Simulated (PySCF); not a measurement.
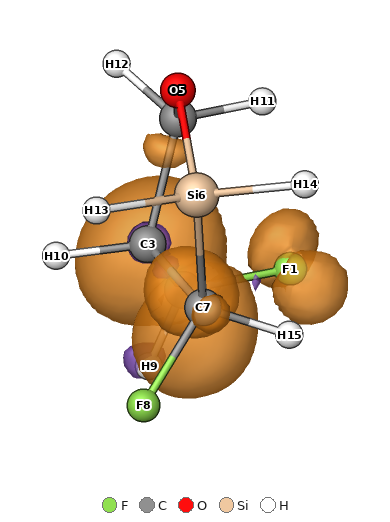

Figure 1: C4H7F2OSi (doublet). Isosurfaces of the spin density at +0.03 (orange) and −0.03 e/Å³ (purple), seen at an oblique angle.

Geometry: GFN2-xTB.

Method: UKS B3LYP, pcH-1 on C F H O Si, non-relativistic, mean-field spin-orbit, GIAO (PySCF 2.14.0, density-fitted response routines).

```xyz
15

F     2.5309    0.2121   -0.8414
C     1.9242    0.6849    0.2697
C     0.5493    0.2456    0.5262
C     0.3604   -1.2754    0.3951
O    -0.9997   -1.5782    0.2016
Si   -1.9276   -0.3861   -0.4112
C    -0.4776    0.8848   -0.4540
F    -0.8069    2.1490   -0.0153
H     2.3193    1.6341    0.5870
H     0.2568    0.5700    1.5292
H     0.9317   -1.6510   -0.4596
H     0.6959   -1.7903    1.2983
H    -2.9445    0.0112    0.5496
H    -2.3845   -0.7233   -1.7521
H    -0.0321    1.0204   -1.4452
```

**Which atoms carry the spin?**

The unpaired spin (1 electron) lies mostly on C2 (about 0.7) and F1 (about 0.1), in electrons by Hirshfeld's partition.
